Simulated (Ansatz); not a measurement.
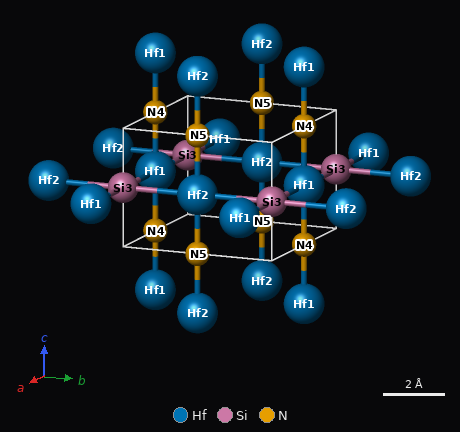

This is the input geometry for a relaxation of solid Hf$_{2}$SiN$_{2}$ (a generated structure, set up in P4/mmm). A ball-and-stick model of the cell of the calculation, seen slightly off an axis.

The calculation used DFT PBE, scalar-relativistic, plane waves, PAW (Ansatz 0.2.0).

Input file:
```yaml
crystal:
  lattice:
    - [5.3574840572, 0.0, 0.0]
    - [0.0, 5.3574840572, 0.0]
    - [0.0, 0.0, 4.0097088039]
  atoms:
    - { symbol: Hf, position: [0.5, 0.0, 0.5] }
    - { symbol: Hf, position: [0.0, 0.5, 0.5] }
    - { symbol: Si, position: [0.0, 0.0, 0.5] }
    - { symbol: "N", position: [0.5, 0.0, 0.0] }
    - { symbol: "N", position: [0.0, 0.5, 0.0] }
basis:
  ecutwfc: 420
kpoints:
  mp_grid: { grid: [8, 8, 10] }
hamiltonian:
  xc: pbe
scf:
  occupations: { method: gaussian, width: 0.1 }
output:
  forces: true
  stress: true
  eigenvalues: true
  write_density: true
  write_potential: true
  elf: true
  volumetric_format: npy
relax:
  adjacent_minimum: "off"
  f_tol: 0.01
  max_steps: 80
  cell: { stress_tol: 0.05 }
```

Run as
```bash
ansatz run input.yaml --threads 1 --pin off --max-ram 2048MiB --backend cpu --events-out ev --progress --plain --runs-dir out
```

What does the optimiser find from here?

The atoms keep their places relative to the cell (all moves are under 0.005 Å). The drawn cell changes as follows: a = b 5.357 → 5.388 Å (+0.6 %), c 4.010 → 4.032 Å (+0.5 %); the volume changes by +1.7 %. Near-neighbour distances that change, for instance: Hf1–Si3 2.679 → 2.694 Å, Hf1–N4 2.005 → 2.016 Å. The space group stays P4/mmm (No. 123). The energy falls by 1.8 meV per atom in 3 accepted moves (4 points after the start). All forces vanish by symmetry, so only the cell relaxes. Pressure: 1.52 GPa at the start and 0.03 GPa at the end. The SCF was repeated once at an unchanged geometry on a basis and grid sized afresh for the cell, which shifted the energy by 0.5 meV per atom at most. Cost: 65 s on 1 thread of Intel(R) Xeon(R) 6975P-C (Granite Rapids), with other jobs on the host, peak memory 0.66 GiB.

The structure at the end:

```
Hf Si N
1.0
     5.38804    0.00000    0.00000
     0.00000    5.38804    0.00000
     0.00000    0.00000    4.03151
Hf Si N
2 1 2
Direct
  0.50000 0.00000 0.50000
  0.00000 0.50000 0.50000
  0.00000 0.00000 0.50000
  0.50000 0.00000 0.00000
  0.00000 0.50000 0.00000
```
